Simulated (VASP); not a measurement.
Band structure of KMgF$_{3}$ (cubic perovskite). Level of theory: MS2 meta-GGA, VASP's PBE PAW potentials (set 64) (plane waves; VASP).

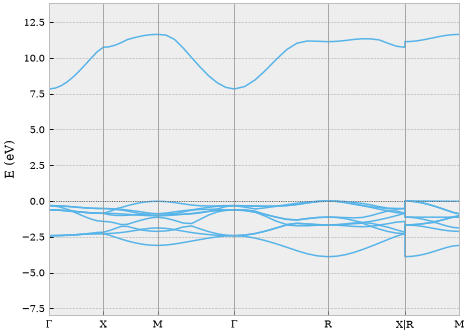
Figure: Bands along high-symmetry lines, zero at the valence-band maximum or, without a gap, the Fermi level

Q: Read the plot: is there a gap, and where are the band edges?

A: The gap is indirect, 7.83 eV, from the valence maximum at R to the conduction minimum at Γ.

Measured: gap 12.40 eV (computed value off by -4.57 eV), as given by M. Sahnoun et al., Materials Chemistry and Physics (2004), doi:10.1016/j.matchemphys.2004.11.019.

The compound is KMgF3 in the cubic perovskite structure. It was relaxed first.
